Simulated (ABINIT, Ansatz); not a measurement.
# A GW chain in ABINIT: Ba2MgH6 (P-3m1), part 2 of 3

How does a plane-wave GW calculation on Ba2MgH6 (P-3m1) run from the first input to the gap?

ABINIT 10.8.3; LDA and many-body steps on it, plane waves. Known limits of the many-body steps: not at the basis limit; no spin-orbit coupling; coarse k mesh.

So far. Step 2 (Ground state): The gap is indirect, with the least direct gap 0.12 eV higher.

**3. Bands along the symmetry lines**

Level of this step: DFT, LDA, plane waves, norm-conserving pseudopotentials (ABINIT).

Levels along a band path, at the cheap level, show where the edges lie and whether the meshes to come will hold them.

Input file run.abi:

```
acell 3*1.0 Angstrom
rprim 
  5.717818886904 0.000000000024 0.000000000000
  -2.858909443473 4.951776410285 0.000000000000
  0.000000000000 0.000000000000 4.538310090000
ntypat 3
znucl 56 12 1
natom 9
typat 1 1 2 3 3 3 3 3 3
xred 
  0.666666666667 0.333333333333 0.267038260000
  0.333333333333 0.666666666667 0.732961740000
  0.000000000000 0.000000000000 0.000000000000
  0.829634400000 0.659268800000 0.775326710000
  0.829634400000 0.170365600000 0.775326710000
  0.340731200000 0.170365600000 0.775326710000
  0.170365600000 0.340731200000 0.224673290000
  0.170365600000 0.829634400000 0.224673290000
  0.659268800000 0.829634400000 0.224673290000
pp_dirpath "pseudos"
pseudos "Ba.upf, Mg.upf, H.upf"
ecut 38
iscf -2
irdden 1
kptopt 0
nkpt 39
kpt 
  0.00000000 0.00000000 0.00000000
  0.12500000 0.00000000 0.00000000
  0.25000000 0.00000000 0.00000000
  0.37500000 0.00000000 0.00000000
  0.50000000 0.00000000 0.00000000
  0.45833333 0.08333333 0.00000000
  0.41666666 0.16666666 0.00000000
  0.37500000 0.25000000 0.00000000
  0.33333333 0.33333333 0.00000000
  0.25000000 0.25000000 0.00000000
  0.16666666 0.16666666 0.00000000
  0.08333333 0.08333333 0.00000000
  0.00000000 0.00000000 0.00000000
  0.00000000 0.00000000 0.12500000
  0.00000000 0.00000000 0.25000000
  0.00000000 0.00000000 0.37500000
  0.00000000 0.00000000 0.50000000
  0.12500000 0.00000000 0.50000000
  0.25000000 0.00000000 0.50000000
  0.37500000 0.00000000 0.50000000
  0.50000000 0.00000000 0.50000000
  0.45833333 0.08333333 0.50000000
  0.41666666 0.16666666 0.50000000
  0.37500000 0.25000000 0.50000000
  0.33333333 0.33333333 0.50000000
  0.25000000 0.25000000 0.50000000
  0.16666666 0.16666666 0.50000000
  0.08333333 0.08333333 0.50000000
  0.00000000 0.00000000 0.50000000
  0.50000000 0.00000000 0.50000000
  0.50000000 0.00000000 0.37500000
  0.50000000 0.00000000 0.25000000
  0.50000000 0.00000000 0.12500000
  0.50000000 -0.00000000 0.00000000
  0.33333333 0.33333333 0.50000000
  0.33333333 0.33333333 0.37500000
  0.33333333 0.33333333 0.25000000
  0.33333333 0.33333333 0.12500000
  0.33333333 0.33333333 0.00000000
istwfk *1
nband 25
nbdbuf 2
tolwfr 1e-08
nstep 40
prtwf 0
prtvol 0
indata_prefix "in"
outdata_prefix "out"
tmpdata_prefix "tmp"
```

Launch:

```
OMP_NUM_THREADS=1 mpirun -n 4 abinit run.abi > log
```

Numbers of over 12 decimals in the logs are rounded to 6 here.

The log of the run:

```text
.Version 10.8.3 of ABINIT. v10.8.2 released Aug 2026.

 Symmetries : space group P-3 m 1 (#164); Bravais hP (primitive hexag.)
[... echo of the input left out ...]
== DATASET  1 ==================================================================
-   mpi_nproc: 4, omp_nthreads: 1 (-1 if OMP is not activated)

--- !DatasetInfo
iteration_state: {dtset: 1, }
dimensions: {natom: 9, nkpt: 39, mband: 25, nsppol: 1, nspinor: 1, nspden: 1, mpw: 9736, }
cutoff_energies: {ecut:  38.0, pawecutdg:  -1.0, }
electrons: {nelect:   3.60000000E+01, charge:   0.00000000E+00, occopt:   1.00000000E+00, tsmear:   1.00000000E-02, }

 Real(R)+Recip(G) space primitive vectors, cartesian coordinates (Bohr,Bohr^-1):
 R(1)= 10.8051117  0.0000000  0.0000000  G(1)=  0.0925488  0.0534331  0.0000000
 R(2)= -5.4025559  9.3575013  0.0000000  G(2)=  0.0000000  0.1068661  0.0000000
 R(3)=  0.0000000  0.0000000  8.5761631  G(3)=  0.0000000  0.0000000  0.1166023
 Unit cell volume ucvol=  8.6712596E+02 bohr^3
 Angles (23,13,12)=  9.00000000E+01  9.00000000E+01  1.20000000E+02 degrees

 getcut: wavevector=  0.0000  0.0000  0.0000  ngfft=  60  60  48
         ecut(hartree)=     38.000   => boxcut(ratio)=   2.00108

--- Pseudopotential description ------------------------------------------------
- Ba Generated using ONCVPSP code by D. R. Hamann
- 56.00000  10.00000  180309                  znucl, zion, pspdat
12 -1012 2 -1 1912                            pspcod,pspxc,lmax,lloc,mmax
     nproj     2     2     2
  pspatm : epsatm=   25.95172157
         --- l  ekb(1:nproj) -->
             0    6.668455    0.685657
             1    5.046948    0.410312
             2    2.551809    0.419281
 pspatm: atomic psp has been read  and splines computed

- Mg Generated using ONCVPSP code by D. R. Hamann
- 12.00000  10.00000  180309                  znucl, zion, pspdat
12 -1012 1 -1 1510                            pspcod,pspxc,lmax,lloc,mmax
     nproj     2     2     0
  pspatm : epsatm=    9.23542517
         --- l  ekb(1:nproj) -->
[...]
pspatm: atomic psp has been read  and splines computed

- H Generated using ONCVPSP code by D. R. Hamann
-  1.00000   1.00000  180309                  znucl, zion, pspdat
12 -1012 1 -1 1180                            pspcod,pspxc,lmax,lloc,mmax
     nproj     2     1     0
  pspatm : epsatm=    0.35439867
         --- l  ekb(1:nproj) -->
[...]
1   -0.275071
 pspatm: atomic psp has been read  and splines computed

--------------------------------------------------------------------------------

================================================================================
 prteigrs : about to open file out_EIG
 Non-SCF case, kpt    1 (  0.00000  0.00000  0.00000), residuals and eigenvalues=
  5.71E-09  9.90E-10  1.60E-09  5.10E-09  5.12E-09  3.70E-09  2.90E-09  8.51E-09
[...]
-1.6066E-02  2.4781E-02  2.4781E-02  8.6765E-02  8.6765E-02  1.1344E-01
  2.1816E-01  2.5722E-01  2.6581E-01  2.6581E-01  2.9149E-01  2.9149E-01
[...]
--- !ResultsGS
iteration_state: {dtset: 1, }
comment   : Summary of ground state results
lattice_vectors:
- [ 10.8051117,   0.0000000,   0.0000000, ]
- [ -5.4025559,   9.3575013,   0.0000000, ]
- [  0.0000000,   0.0000000,   8.5761631, ]
lattice_lengths: [  10.80511,   10.80511,    8.57616, ]
lattice_angles: [ 90.000,  90.000, 120.000, ] # degrees, (23, 13, 12)
lattice_volume:   8.6712596E+02
convergence: {deltae:  0.000E+00, res2:  0.000E+00, residm:  9.951E-09, diffor:  0.000E+00, }
etotal    :  -1.19227001E+02
entropy   :   0.00000000E+00
fermie    :   1.21605651E-01
cartesian_stress_tensor: null
pressure_GPa: null
xred      :
- [  6.6667E-01,   3.3333E-01,   2.6704E-01, Ba]
- [  3.3333E-01,   6.6667E-01,   7.3296E-01, Ba]
- [  0.0000E+00,   0.0000E+00,   0.0000E+00, Mg]
- [  8.2963E-01,   6.5927E-01,   7.7533E-01,  H]
- [  8.2963E-01,   1.7037E-01,   7.7533E-01,  H]
- [  3.4073E-01,   1.7037E-01,   7.7533E-01,  H]
- [  1.7037E-01,   3.4073E-01,   2.2467E-01,  H]
- [  1.7037E-01,   8.2963E-01,   2.2467E-01,  H]
- [  6.5927E-01,   8.2963E-01,   2.2467E-01,  H]
cartesian_forces: null
force_length_stats: {min: null, max: null, mean: null, }

 Integrated electronic density in atomic spheres:
 ------------------------------------------------
 Atom  Sphere_radius  Integrated_density
[...]
================================================================================

 ----iterations are completed or convergence reached----

 Mean square residual over all n,k,spin=   44.612E-10; max=  99.512E-10
 reduced coordinates (array xred) for    9 atoms
[...]
0.170365600000      0.829634400000      0.224673290000
       0.659268800000      0.829634400000      0.224673290000

 cartesian coordinates (angstrom) at end:
    1      2.858909     1.650592     1.211902
    2     -1.4e-11     3.301184     3.326408
    3      0.000000     0.000000     0.000000
[...]
8     -1.397730     4.108164     1.019637
    9      1.397730     4.108164     1.019637
 length scales=  1.889726125908  1.889726125908  1.889726125908 bohr
              =  1.000000000000  1.000000000000  1.000000000000 angstroms
 prteigrs : about to open file out_EIG
 Eigenvalues (hartree) for nkpt=  39  k points:
 kpt#   1, nband= 25, wtk=  1.00000, kpt=  0.0000  0.0000  0.0000 (reduced coord)
[...]
kpt#   2, nband= 25, wtk=  1.00000, kpt=  0.1250  0.0000  0.0000 (reduced coord)
[...]
kpt#   3, nband= 25, wtk=  1.00000, kpt=  0.2500  0.0000  0.0000 (reduced coord)
[...]
kpt#  38, nband= 25, wtk=  1.00000, kpt=  0.3333  0.3333  0.1250 (reduced coord)
[...]
0.32873
 kpt#  39, nband= 25, wtk=  1.00000, kpt=  0.3333  0.3333  0.0000 (reduced coord)
[...]
-0.31348   -0.30366   -0.30366   -0.29603   -0.01607    0.02478    0.02478    0.08677
   0.08677    0.11344    0.21816    0.25722    0.26581    0.26581    0.29149    0.29149
   0.31615

== END DATASET(S) ==============================================================
================================================================================

 -outvars: echo values of variables after computation  --------
            nband          25
             nkpt          39
          spgroup         164
 [... the other variables as echoed above ...]

 Calculation completed.
```

The job ended after 36 s (4 MPI ranks of Arm Neoverse V2, shared host; peak memory 0.46 GiB).

This step gave:

| Property | Result |
| --- | --- |
| gap | 2.604 eV |
| k of the valence top | 0.375, 0, 0 |
| k of the conduction bottom | 0, 0, 0 |
| least direct gap | 2.729 eV |

The gap is 2.604 eV, −0.003 eV from the run before at this level.

Electronic bands along the path, in eV, zero at the top of the highest filled band:

```csv
point,band 15,band 16,band 17,band 18,band 19,band 20,band 21,band 22
Γ,-2.17,-2.17,-0.12,-0.12,2.60,3.74,3.74,5.32
M,-2.08,-1.44,-0.55,-0.01,3.12,3.30,3.43,3.57
K,-2.64,-0.95,-0.95,-0.23,2.62,3.69,3.92,3.92
Γ,-2.17,-2.17,-0.12,-0.12,2.60,3.74,3.74,5.32
A,-2.15,-2.15,-1.57,-1.57,4.85,5.16,5.32,5.32
L,-1.68,-1.62,-1.27,-0.89,3.01,3.03,3.75,3.77
H,-1.97,-1.97,-1.08,-1.08,3.34,3.41,4.28,4.28
A,-2.15,-2.15,-1.57,-1.57,4.85,5.16,5.32,5.32
jump to L,-1.68,-1.62,-1.27,-0.89,3.01,3.03,3.75,3.77
M,-2.08,-1.44,-0.55,-0.01,3.12,3.30,3.43,3.57
jump to H,-1.97,-1.97,-1.08,-1.08,3.34,3.41,4.28,4.28
K,-2.64,-0.95,-0.95,-0.23,2.62,3.69,3.92,3.92
```

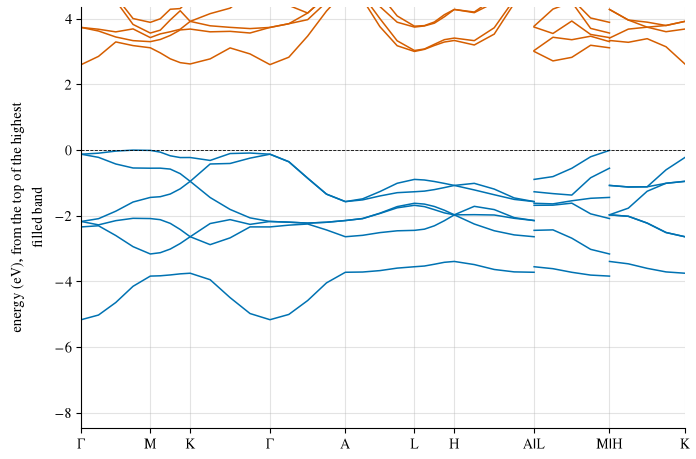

Electronic bands along the path; lines of filled and empty bands in two colours.

**4. Empty states on the mesh, 3×3×2 mesh, 248 bands**

The sums over transitions need many empty states on a uniform mesh; this step solves for them.

Input file run.abi:

```
acell 3*1.0 Angstrom
rprim 
  5.717818886904 0.000000000024 0.000000000000
  -2.858909443473 4.951776410285 0.000000000000
  0.000000000000 0.000000000000 4.538310090000
ntypat 3
znucl 56 12 1
natom 9
typat 1 1 2 3 3 3 3 3 3
xred 
  0.666666666667 0.333333333333 0.267038260000
  0.333333333333 0.666666666667 0.732961740000
  0.000000000000 0.000000000000 0.000000000000
  0.829634400000 0.659268800000 0.775326710000
  0.829634400000 0.170365600000 0.775326710000
  0.340731200000 0.170365600000 0.775326710000
  0.170365600000 0.340731200000 0.224673290000
  0.170365600000 0.829634400000 0.224673290000
  0.659268800000 0.829634400000 0.224673290000
pp_dirpath "pseudos"
pseudos "Ba.upf, Mg.upf, H.upf"
ecut 38
ngkpt 3 3 2
nshiftk 1
shiftk 0 0 0
kptopt 1
chksymbreak 0
iscf -2
irdden 1
istwfk *1
nband 248
nbdbuf 22
tolwfr 1e-09
nstep 60
prtvol 0
indata_prefix "in"
outdata_prefix "out"
tmpdata_prefix "tmp"
```

The log of the run:

```text
.Version 10.8.3 of ABINIT. v10.8.2 released Aug 2026.

 Symmetries : space group P-3 m 1 (#164); Bravais hP (primitive hexag.)
[... echo of the input left out ...]
== DATASET  1 ==================================================================
-   mpi_nproc: 4, omp_nthreads: 1 (-1 if OMP is not activated)

--- !DatasetInfo
iteration_state: {dtset: 1, }
dimensions: {natom: 9, nkpt: 6, mband: 248, nsppol: 1, nspinor: 1, nspden: 1, mpw: 9726, }
cutoff_energies: {ecut:  38.0, pawecutdg:  -1.0, }
electrons: {nelect:   3.60000000E+01, charge:   0.00000000E+00, occopt:   1.00000000E+00, tsmear:   1.00000000E-02, }

 Real(R)+Recip(G) space primitive vectors, cartesian coordinates (Bohr,Bohr^-1):
 R(1)= 10.8051117  0.0000000  0.0000000  G(1)=  0.0925488  0.0534331  0.0000000
 R(2)= -5.4025559  9.3575013  0.0000000  G(2)=  0.0000000  0.1068661  0.0000000
 R(3)=  0.0000000  0.0000000  8.5761631  G(3)=  0.0000000  0.0000000  0.1166023
 Unit cell volume ucvol=  8.6712596E+02 bohr^3
 Angles (23,13,12)=  9.00000000E+01  9.00000000E+01  1.20000000E+02 degrees

 getcut: wavevector=  0.0000  0.0000  0.0000  ngfft=  60  60  48
         ecut(hartree)=     38.000   => boxcut(ratio)=   2.00108

--- Pseudopotential description ------------------------------------------------
- Ba Generated using ONCVPSP code by D. R. Hamann
- 56.00000  10.00000  180309                  znucl, zion, pspdat
12 -1012 2 -1 1912                            pspcod,pspxc,lmax,lloc,mmax
     nproj     2     2     2
  pspatm : epsatm=   25.95172157
         --- l  ekb(1:nproj) -->
             0    6.668455    0.685657
             1    5.046948    0.410312
             2    2.551809    0.419281
 pspatm: atomic psp has been read  and splines computed

- Mg Generated using ONCVPSP code by D. R. Hamann
- 12.00000  10.00000  180309                  znucl, zion, pspdat
12 -1012 1 -1 1510                            pspcod,pspxc,lmax,lloc,mmax
     nproj     2     2     0
  pspatm : epsatm=    9.23542517
         --- l  ekb(1:nproj) -->
[...]
pspatm: atomic psp has been read  and splines computed

- H Generated using ONCVPSP code by D. R. Hamann
-  1.00000   1.00000  180309                  znucl, zion, pspdat
12 -1012 1 -1 1180                            pspcod,pspxc,lmax,lloc,mmax
     nproj     2     1     0
  pspatm : epsatm=    0.35439867
         --- l  ekb(1:nproj) -->
[...]
1   -0.275071
 pspatm: atomic psp has been read  and splines computed

--------------------------------------------------------------------------------

================================================================================
 prteigrs : about to open file out_EIG
 Non-SCF case, kpt    1 (  0.00000  0.00000  0.00000), residuals and eigenvalues=
  5.98E-10  2.11E-10  3.66E-10  2.35E-10  9.69E-10  6.05E-11  5.15E-11  8.49E-10
[...]
-2.5709E+00 -1.3745E+00 -1.3740E+00 -1.3740E+00 -8.5645E-01 -8.5032E-01
 -3.2036E-01 -3.2036E-01 -3.1260E-01 -3.0146E-01 -3.0146E-01 -2.9498E-01
 -6.8097E-02  3.5759E-02  4.1851E-02  4.1851E-02  1.1714E-01  1.1714E-01
[...]
2.8198E+00  2.8310E+00  2.8310E+00  2.8490E+00  2.8493E+00  2.8493E+00
  2.8548E+00  2.8605E+00  2.8606E+00  2.8891E+00  2.8895E+00  2.9023E+00
  2.9087E+00  2.9111E+00
 prteigrs : prtvol=0 or 1, do not print more k-points.

--- !ResultsGS
iteration_state: {dtset: 1, }
comment   : Summary of ground state results
lattice_vectors:
- [ 10.8051117,   0.0000000,   0.0000000, ]
- [ -5.4025559,   9.3575013,   0.0000000, ]
- [  0.0000000,   0.0000000,   8.5761631, ]
lattice_lengths: [  10.80511,   10.80511,    8.57616, ]
lattice_angles: [ 90.000,  90.000, 120.000, ] # degrees, (23, 13, 12)
lattice_volume:   8.6712596E+02
convergence: {deltae:  0.000E+00, res2:  0.000E+00, residm:  9.922E-10, diffor:  0.000E+00, }
etotal    :  -1.19227001E+02
entropy   :   0.00000000E+00
fermie    :   1.21605651E-01
cartesian_stress_tensor: null
pressure_GPa: null
xred      :
- [  6.6667E-01,   3.3333E-01,   2.6704E-01, Ba]
- [  3.3333E-01,   6.6667E-01,   7.3296E-01, Ba]
- [  0.0000E+00,   0.0000E+00,   0.0000E+00, Mg]
- [  8.2963E-01,   6.5927E-01,   7.7533E-01,  H]
- [  8.2963E-01,   1.7037E-01,   7.7533E-01,  H]
- [  3.4073E-01,   1.7037E-01,   7.7533E-01,  H]
- [  1.7037E-01,   3.4073E-01,   2.2467E-01,  H]
- [  1.7037E-01,   8.2963E-01,   2.2467E-01,  H]
- [  6.5927E-01,   8.2963E-01,   2.2467E-01,  H]
cartesian_forces: null
force_length_stats: {min: null, max: null, mean: null, }

 Integrated electronic density in atomic spheres:
 ------------------------------------------------
 Atom  Sphere_radius  Integrated_density
[...]
================================================================================

 ----iterations are completed or convergence reached----

 Mean square residual over all n,k,spin=   43.203E-11; max=  99.219E-11
 reduced coordinates (array xred) for    9 atoms
[...]
0.170365600000      0.829634400000      0.224673290000
       0.659268800000      0.829634400000      0.224673290000

 cartesian coordinates (angstrom) at end:
    1      2.858909     1.650592     1.211902
    2     -1.4e-11     3.301184     3.326408
    3      0.000000     0.000000     0.000000
[...]
8     -1.397730     4.108164     1.019637
    9      1.397730     4.108164     1.019637
 length scales=  1.889726125908  1.889726125908  1.889726125908 bohr
              =  1.000000000000  1.000000000000  1.000000000000 angstroms
 prteigrs : about to open file out_EIG
 Eigenvalues (hartree) for nkpt=   6  k points:
 kpt#   1, nband=248, wtk=  0.05556, kpt=  0.0000  0.0000  0.0000 (reduced coord)
[...]
2.81582    2.81984    2.81984    2.83096    2.83096    2.84896    2.84933    2.84933
   2.85482    2.86055    2.86055    2.88910    2.88947    2.90235    2.90871    2.91110
 prteigrs : prtvol=0 or 1, do not print more k-points.

== END DATASET(S) ==============================================================
================================================================================

 -outvars: echo values of variables after computation  --------
            nband         248
             nkpt           6
          spgroup         164
 [... the other variables as echoed above ...]

 Calculation completed.
```

It took 2.7 min on 4 MPI ranks; peak memory 0.55 GiB; 11 min of CPU time.

Numbers from this step:

```
gap                                                           : 2.607 eV
k of the valence top                                          : 0.3333, 0, 0
k of the conduction bottom                                    : 0, 0, 0
least direct gap                                              : 2.729 eV
k points computed                                             : 6
lowest point of the top converged band, above the valence top : 71.6634 eV
```

On this mesh the gap is 2.607 eV.

**5. Screening, 3×3×2 mesh, 226 bands, screening to 176.9 eV**

The RPA dielectric matrix is built and inverted for each q.

This step: RPA screening on LDA, plane waves, norm-conserving pseudopotentials.

Edit run.abi of step 4 so:

```diff
@@ -27,10 +27,11 @@
 chksymbreak 0
-iscf -2
-irdden 1
 istwfk *1
-nband 248
-nbdbuf 22
-tolwfr 1e-09
-nstep 60
-prtvol 0
+occopt 1
+irdwfk 1
+optdriver 3
+nband 226
+ecuteps 6.5
+inclvkb 2
+awtr 1
+symchi 1
 indata_prefix "in"
```

The log of the run:

```text
.Version 10.8.3 of ABINIT. v10.8.2 released Aug 2026.

 Symmetries : space group P-3 m 1 (#164); Bravais hP (primitive hexag.)
[... echo of the input left out ...]
== DATASET  1 ==================================================================
-   mpi_nproc: 4, omp_nthreads: 1 (-1 if OMP is not activated)

--- !DatasetInfo
iteration_state: {dtset: 1, }
dimensions: {natom: 9, nkpt: 6, mband: 226, nsppol: 1, nspinor: 1, nspden: 1, mpw: 9726, }
cutoff_energies: {ecut:  38.0, pawecutdg:  -1.0, }
electrons: {nelect:   3.60000000E+01, charge:   0.00000000E+00, occopt:   1.00000000E+00, tsmear:   1.00000000E-02, }

 SCREENING: Calculation of the susceptibility and dielectric matrices

 Based on a program developped by R.W. Godby, V. Olevano, G. Onida, and L. Reining.
 Incorporated in ABINIT by V. Olevano, G.-M. Rignanese, and M. Torrent.
.Using double precision arithmetic ; gwpc =  8

[... cell and pseudopotentials left out ...]
--------------------------------------------------------------------------------

 ==== K-mesh for the wavefunctions ====
 Number of points in the irreducible wedge :     6
[... list of points left out ...]
 Together with 12 symmetry operations and time-reversal symmetry
 yields    18 points in the full Brillouin Zone.

 ==== Q-mesh for the screening function ====
 Number of points in the irreducible wedge :     6
[... list of points left out ...]
 Together with 12 symmetry operations and time-reversal symmetry
 yields    18 points in the full Brillouin Zone.

 setmesh: FFT mesh size selected  =    40x   40x   36
          total number of points  =        57600

 vcoul_init : cutoff-mode = AUXILIARY_FUNCTION
 q-points for optical limit:   1
     1)      0.000010    0.000020    0.000030

- screening: taking advantage of time-reversal symmetry
- Maximum band index for partially occupied states nbvw = 18
- Remaining bands to be divided among processors   nbcw = 208
- Number of bands treated by each node ~52

 Number of electrons calculated from density =   36.0000; Expected =   36.0000
 average of density, n =  0.041516
 r_s =    1.7916
 omega_plasma =   19.6547 [eV]

 calculating chi0 at frequencies [eV] :
  1    0.000000E+00    0.000000E+00
  2    0.000000E+00    1.965467E+01

--------------------------------------------------------------------------------
  q-point number  1        q = ( 0.000000, 0.000000, 0.000000) [r.l.u.]
--------------------------------------------------------------------------------
[... chi0 elements left out ...]
 For q-point:  0.000010 0.000020 0.000030
  dielectric constant =   6.1316
  dielectric constant without local fields =   6.8403

  Average fulfillment of the sum rule on Im[epsilon] for q-point    1 :     80.82  [%]
[... wings left out ...]
  q-point number  2        q = ( 0.333333, 0.000000, 0.000000) [r.l.u.]
--------------------------------------------------------------------------------
[... chi0 elements left out ...]
  Average fulfillment of the sum rule on Im[epsilon] for q-point    2 :     85.84  [%]

 [... 4 further q-points ...]
```

Wall time 1.8 min (4 MPI ranks); peak memory 2.4 GiB; 7.1 min of CPU time.

This step gave:

```
ε∞ with local fields, on this mesh, along the program's q direction : 6.132
the same without local fields                                       : 6.840
plasma frequency                                                    : 19.65 eV
plane waves in the screening matrix                                 : 669
```

Local fields lower ε∞ by 10 %. On a Γ-centred mesh this coarse the value itself is usually too large, while a short band sum pulls it down.

[end of part 2 of 3]

[Paths, hosts, dates, memory and timing lines, banners, echoed tables and standing remarks are left out of the program output.]

[Logs are printed without paths, hosts, clocks, repeated set-up lines and the standing remarks that a program may print on its own settings, such as how far it seeks lower states.]

[Runs of the session that timed out or met a known fault of the program may be left out.]

[Hosts, paths, dates, database ids (printed as entryN), source tags and the programs' standing remarks are cut or masked in the printed files.]

[G0W0 gaps are taken among the corrected bands and points alone; a level outside them can change the order at an edge.]

[Where Ansatz stands beside ABINIT at settings called matched, ABINIT's density can come from a denser mesh and the files from another edition; pairs whose starting gaps differed by over 0.03 eV were left out, so agreement reads better than it is.]
